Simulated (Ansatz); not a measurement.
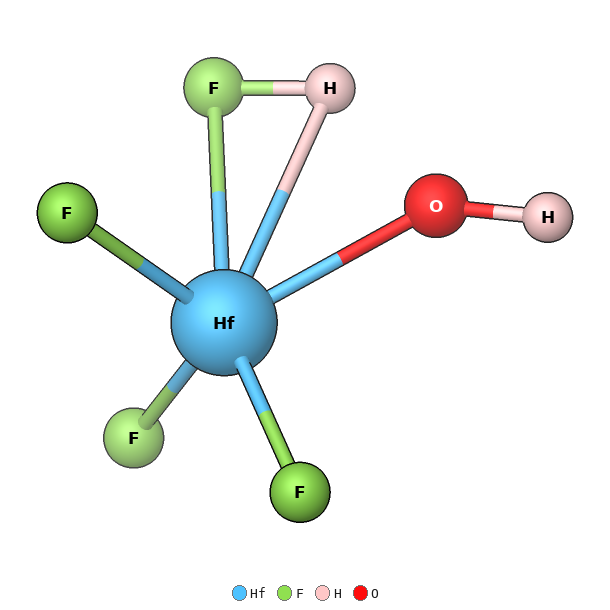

Atoms fade into the background with distance from the viewer. The species is neutral and a spin singlet. The computed structure is the end point of a PBE0-D4/def2-TZVP optimisation.

> List the symmetry elements and name the point group.

It has 1 mirror plane, so the point group is Cs. The group has 2 operations. The geometry is achiral, and symmetry allows a dipole moment.
